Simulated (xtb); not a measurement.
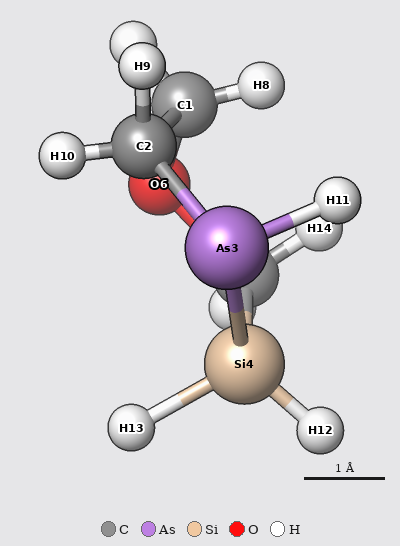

Figure 1. The structure as given in the input (ball-and-stick view, seen at an oblique angle; atoms are numbered from 1 in the order of the input).

# Geometry relaxation, with input and output: C3H9AsOSi (part 1 of 4)

The run: geometry relaxation of C3H9AsOSi, SMILES C1C[AsH][SiH2]CO1. Method and program: GFN2-xTB (xtb 6.7.1 later snapshot).

**Output**
```
* xtb version 6.7.1
   ID    Z sym.   atoms
    1    6 C      1, 2, 5
    2   33 As     3
    3   14 Si     4
    4    8 O      6
    5    1 H      7-15

           -------------------------------------------------
          |                Calculation Setup                |
           -------------------------------------------------

          program call               : xtb --input xtb.inp -o tight --gfn 2 -P 1 -- struc.xyz
          coordinate file            : struc.xyz
          omp threads                :                     1

           -------------------------------------------------
          |                 G F N 2 - x T B                 |
           -------------------------------------------------

      * Hamiltonian:
        H0-scaling (s, p, d)           1.850000    2.230000    2.230000
        zeta-weighting                 0.500000
      * Dispersion:
        s8                             2.700000
        a1                             0.520000
        a2                             5.000000
        s9                             5.000000
      * Repulsion:
        kExp                           1.500000    1.000000
        rExp                           1.000000
      * Coulomb:
        alpha                          2.000000
        third order                    shell-resolved
        anisotropic                    true
        a3                             3.000000
        a5                             4.000000
        cn-shift                       1.200000
        cn-exp                         4.000000
        max-rad                        5.000000

          ...................................................
          :                      SETUP                      :
          :.................................................:
          :  # basis functions                  45          :
          :  # atomic orbitals                  43          :
          :  # shells                           23          :
          :  # electrons                        36          :
          :  max. iterations                   250          :
          :  Hamiltonian                  GFN2-xTB          :
          :  restarted?                      false          :
          :  GBSA solvation                  false          :
          :  PC potential                    false          :
          :  electronic temp.          300.0000000     K    :
          :  accuracy                    1.0000000          :
          :  -> integral cutoff          0.2500000E+02      :
          :  -> integral neglect         0.1000000E-07      :
          :  -> SCF convergence          0.1000000E-05 Eh   :
          :  -> wf. convergence          0.1000000E-03 e    :
          :  Broyden damping             0.4000000          :
          :  net charge                          0          :
          :  unpaired electrons                  0          :
          ...................................................

 iter      E             dE          RMSdq      gap      omega  full diag
   1    -19.1560827 -0.191561E+02  0.716E+00    4.32       0.0  T
   2    -19.2655588 -0.109476E+00  0.484E+00    3.65       1.0  T
   3    -19.3092682 -0.437093E-01  0.230E+00    4.26       1.0  T
   4    -19.3098177 -0.549524E-03  0.704E-01    4.25       1.0  T
   5    -19.3104824 -0.664666E-03  0.577E-01    4.28       1.0  T
   6    -19.3106282 -0.145873E-03  0.220E-01    4.26       1.0  T
   7    -19.3106713 -0.430583E-04  0.740E-02    4.25       1.0  T
   8    -19.3106783 -0.702259E-05  0.309E-02    4.25       1.0  T
   9    -19.3106791 -0.836536E-06  0.152E-02    4.25       1.7  T
  10    -19.3106792 -0.365888E-07  0.929E-03    4.25       2.8  T
  11    -19.3106793 -0.978886E-07  0.261E-03    4.24       9.9  T
  12    -19.3106793 -0.222420E-07  0.144E-03    4.24      18.0  T
  13    -19.3106793 -0.548081E-09  0.675E-04    4.24      38.2  T
  14    -19.3106793 -0.374257E-09  0.177E-04    4.24     145.8  T

   *** convergence criteria satisfied after 14 iterations ***

         #    Occupation            Energy/Eh            Energy/eV
      -------------------------------------------------------------
         1        2.0000           -0.7352420             -20.0070
       ...           ...                  ...                  ...
        12        2.0000           -0.4505307             -12.2596
        13        2.0000           -0.4429900             -12.0544
        14        2.0000           -0.4336801             -11.8010
        15        2.0000           -0.4265763             -11.6077
        16        2.0000           -0.4118871             -11.2080
        17        2.0000           -0.3880121             -10.5583
        18        2.0000           -0.3617518              -9.8438 (HOMO)
        19                         -0.2057553              -5.5989 (LUMO)
        20                         -0.1912076              -5.2030
        21                         -0.1767531              -4.8097
        22                         -0.1559281              -4.2430
        23                         -0.1180805              -3.2131
       ...                                ...                  ...
        43                          1.6231893              44.1692
      -------------------------------------------------------------
                  HL-Gap            0.1559965 Eh            4.2449 eV
             Fermi-level           -0.2837535 Eh           -7.7213 eV

 SCC (total)                   0 d,  0 h,  0 min,  0.008 sec
 SCC setup                      ...        0 min,  0.000 sec (  0.864%)
 Dispersion                     ...        0 min,  0.000 sec (  0.690%)
 classical contributions        ...        0 min,  0.000 sec (  0.111%)
 integral evaluation            ...        0 min,  0.001 sec ( 12.289%)
 iterations                     ...        0 min,  0.005 sec ( 59.723%)
 molecular gradient             ...        0 min,  0.002 sec ( 25.364%)
 printout                       ...        0 min,  0.000 sec (  0.817%)

         :::::::::::::::::::::::::::::::::::::::::::::::::::::
         ::                     SUMMARY                     ::
         :::::::::::::::::::::::::::::::::::::::::::::::::::::
         :: total energy             -19.087334770490 Eh    ::
         :: gradient norm              0.323496727701 Eh/a0 ::
         :: HOMO-LUMO gap              4.244880594656 eV    ::
         ::.................................................::
         :: SCC energy               -19.310649162699 Eh    ::
         :: -> isotropic ES            0.037812825593 Eh    ::
         :: -> anisotropic ES         -0.001137458556 Eh    ::
         :: -> anisotropic XC          0.003232434027 Eh    ::
         :: -> dispersion             -0.012197466657 Eh    ::
         :: repulsion energy           0.223314392209 Eh    ::
         :: add. restraining           0.000000000000 Eh    ::
         :: total charge               0.000000000000 e     ::
         :::::::::::::::::::::::::::::::::::::::::::::::::::::

      -----------------------------------------------------------
     |                   =====================                   |
     |                        A N C O P T                        |
     |                   =====================                   |
     |               Approximate Normal Coordinate               |
     |                Rational Function Optimizer                |
      -----------------------------------------------------------

          ...................................................
          :                      SETUP                      :
          :.................................................:
          :   optimization level             tight          :
          :   max. optcycles                   200          :
          :   ANC micro-cycles                  20          :
          :   degrees of freedom                39          :
          :.................................................:
          :   RF solver                   davidson          :
          :   write xtbopt.log                true          :
          :   linear?                        false          :
          :   energy convergence         0.1000000E-05 Eh   :
          :   grad. convergence          0.8000000E-03 Eh/α :
          :   maximum RF displ.          1.0000000          :
          :   Hlow (freq-cutoff)         0.1000000E-01      :
          :   Hmax (freq-cutoff)         5.0000000          :
          :   S6 in model hess.         20.0000000          :
          ...................................................

generating ANC from exact Hessian ...
Using Lindh-Hessian (1995)
 Shifting diagonal of input Hessian by    8.9804485346002202E-003
 Lowest  eigenvalues of input Hessian
    0.000000    0.000000    0.000000    0.000000    0.000000    0.000000
    0.010000    0.010172    0.011260    0.013314    0.014256    0.015426
    0.018463    0.025089    0.027385    0.032581    0.038275    0.039040
 Highest eigenvalues
    1.050169    1.099637    1.151819    1.198813    1.325279    1.574332

........................................................................
.............................. CYCLE    1 ..............................
........................................................................

 iter      E             dE          RMSdq      gap      omega  full diag
   1    -19.3106793 -0.193107E+02  0.444E-05    4.24       0.0  T
   2    -19.3106793 -0.218492E-11  0.359E-05    4.24     718.6  T
   3    -19.3106793 -0.412115E-12  0.248E-05    4.24    1040.3  T
     SCC iter.                  ...        0 min,  0.001 sec
     gradient                   ...        0 min,  0.002 sec
 * total energy  :   -19.0873348 Eh     change       -0.1849187E-10 Eh
   gradient norm :     0.3234968 Eh/α   predicted     0.0000000E+00 (-100.00%)
   displ. norm   :     0.3713703 α      lambda       -0.1004671E+00
   maximum displ.:     0.1403843 α      in ANC's #32, #36, #21, ...

........................................................................
.............................. CYCLE    2 ..............................
........................................................................

 iter      E             dE          RMSdq      gap      omega  full diag
   1    -19.3185886 -0.193186E+02  0.911E-01    4.42       0.0  T
   2    -19.3189234 -0.334764E-03  0.600E-01    4.44       1.0  T
   3    -19.3189382 -0.148743E-04  0.261E-01    4.45       1.0  T
   4    -19.3190008 -0.625765E-04  0.132E-01    4.43       1.0  T
   5    -19.3190031 -0.233062E-05  0.653E-02    4.44       1.0  T
   6    -19.3190084 -0.530399E-05  0.326E-02    4.43       1.0  T
   7    -19.3190091 -0.639973E-06  0.180E-02    4.43       1.4  T
   8    -19.3190093 -0.259126E-06  0.768E-03    4.43       3.4  T
   9    -19.3190094 -0.317759E-07  0.194E-03    4.43      13.3  T
  10    -19.3190094 -0.970715E-09  0.117E-03    4.43      22.0  T
  11    -19.3190094 -0.837407E-09  0.383E-04    4.43      67.3  T
  12    -19.3190094 -0.798543E-10  0.178E-04    4.43     144.8  T
     SCC iter.                  ...        0 min,  0.004 sec
     gradient                   ...        0 min,  0.002 sec
 * total energy  :   -19.1476248 Eh     change       -0.6029006E-01 Eh
   gradient norm :     0.0968241 Eh/α   predicted    -0.5716157E-01 (  -5.19%)
   displ. norm   :     0.2794923 α      lambda       -0.1897139E-01
   maximum displ.:     0.1109058 α      in ANC's #19, #25, #32, ...

........................................................................
.............................. CYCLE    3 ..............................
........................................................................

 iter      E             dE          RMSdq      gap      omega  full diag
   1    -19.3231418 -0.193231E+02  0.662E-01    4.39       0.0  T
   2    -19.3234310 -0.289172E-03  0.466E-01    4.42       1.0  T
   3    -19.3234472 -0.162422E-04  0.198E-01    4.40       1.0  T
   4    -19.3234692 -0.219727E-04  0.103E-01    4.41       1.0  T
   5    -19.3234790 -0.976540E-05  0.551E-02    4.40       1.0  T
   6    -19.3234805 -0.149455E-05  0.157E-02    4.41       1.6  T
   7    -19.3234807 -0.218968E-06  0.824E-03    4.41       3.1  T
   8    -19.3234808 -0.885533E-07  0.367E-03    4.41       7.0  T
   9    -19.3234808 -0.606333E-08  0.129E-03    4.41      20.0  T
  10    -19.3234808 -0.780531E-09  0.432E-04    4.41      59.8  T
  11    -19.3234808 -0.650999E-10  0.225E-04    4.41     114.5  T
     SCC iter.                  ...        0 min,  0.003 sec
     gradient                   ...        0 min,  0.002 sec
 * total energy  :   -19.1570215 Eh     change       -0.9396671E-02 Eh
   gradient norm :     0.0294497 Eh/α   predicted    -0.1022668E-01 (   8.83%)
   displ. norm   :     0.2436620 α      lambda       -0.3871324E-02
   maximum displ.:     0.1053425 α      in ANC's #3, #17, #5, ...

........................................................................
.............................. CYCLE    4 ..............................
........................................................................

 iter      E             dE          RMSdq      gap      omega  full diag
   1    -19.3250585 -0.193251E+02  0.623E-01    4.23       0.0  T
   2    -19.3250967 -0.382754E-04  0.402E-01    4.24       1.0  T
   3    -19.3250897  0.707417E-05  0.127E-01    4.25       1.0  T
   4    -19.3251091 -0.194134E-04  0.671E-02    4.24       1.0  T
   5    -19.3251099 -0.808839E-06  0.243E-02    4.24       1.1  T
   6    -19.3251099 -0.253319E-08  0.162E-02    4.24       1.6  T
   7    -19.3251100 -0.101185E-06  0.667E-03    4.24       3.9  T
   8    -19.3251100 -0.260860E-07  0.228E-03    4.24      11.3  T
   9    -19.3251100 -0.297617E-08  0.120E-03    4.24      21.5  T
  10    -19.3251100 -0.113280E-08  0.382E-04    4.24      67.7  T
  11    -19.3251100 -0.161577E-09  0.118E-04    4.24     218.7  T
     SCC iter.                  ...        0 min,  0.003 sec
     gradient                   ...        0 min,  0.002 sec
 * total energy  :   -19.1577328 Eh     change       -0.7112881E-03 Eh
   gradient norm :     0.0221948 Eh/α   predicted    -0.2050583E-02 ( 188.29%)
   displ. norm   :     0.1188947 α      lambda       -0.1828862E-02
   maximum displ.:     0.0595062 α      in ANC's #17, #10, #1, ...

........................................................................
.............................. CYCLE    5 ..............................
........................................................................

 iter      E             dE          RMSdq      gap      omega  full diag
   1    -19.3230446 -0.193230E+02  0.353E-01    4.36       0.0  T
   2    -19.3230547 -0.101122E-04  0.236E-01    4.37       1.0  T
   3    -19.3230092  0.455253E-04  0.124E-01    4.36       1.0  T
   4    -19.3230611 -0.518373E-04  0.322E-02    4.37       1.0  T
   5    -19.3230621 -0.105825E-05  0.130E-02    4.37       2.0  T
   6    -19.3230621  0.553677E-08  0.109E-02    4.37       2.4  T
   7    -19.3230622 -0.566599E-07  0.368E-03    4.37       7.0  T
   8    -19.3230622 -0.387427E-08  0.142E-03    4.37      18.2  T
   9    -19.3230622 -0.401801E-09  0.524E-04    4.37      49.2  T
  10    -19.3230622 -0.192596E-09  0.161E-04    4.37     160.6  T
     SCC iter.                  ...        0 min,  0.003 sec
     gradient                   ...        0 min,  0.002 sec
 * total energy  :   -19.1584640 Eh     change       -0.7312366E-03 Eh
   gradient norm :     0.0069462 Eh/α   predicted    -0.9273575E-03 (  26.82%)
   displ. norm   :     0.0755801 α      lambda       -0.2489829E-03
   maximum displ.:     0.0348329 α      in ANC's #3, #2, #5, ...

........................................................................
.............................. CYCLE    6 ..............................
........................................................................

 iter      E             dE          RMSdq      gap      omega  full diag
   1    -19.3242383 -0.193242E+02  0.164E-01    4.36       0.0  T
   2    -19.3242426 -0.434361E-05  0.120E-01    4.35       1.0  T
   3    -19.3242408  0.177999E-05  0.560E-02    4.35       1.0  T
   4    -19.3242448 -0.394386E-05  0.249E-02    4.35       1.0  T
   5    -19.3242453 -0.550023E-06  0.610E-03    4.35       4.2  T
   6    -19.3242454 -0.808221E-07  0.262E-03    4.35       9.8  T
   7    -19.3242454 -0.365143E-08  0.860E-04    4.35      30.0  T
   8    -19.3242454 -0.873928E-09  0.679E-04    4.35      38.0  T
     SCC iter.                  ...        0 min,  0.003 sec
     gradient                   ...        0 min,  0.002 sec
 * total energy  :   -19.1585435 Eh     change       -0.7948323E-04 Eh
   gradient norm :     0.0042505 Eh/α   predicted    -0.1252039E-03 (  57.52%)
   displ. norm   :     0.0489188 α      lambda       -0.8627911E-04
   maximum displ.:     0.0341922 α      in ANC's #5, #4, #6, ...
```
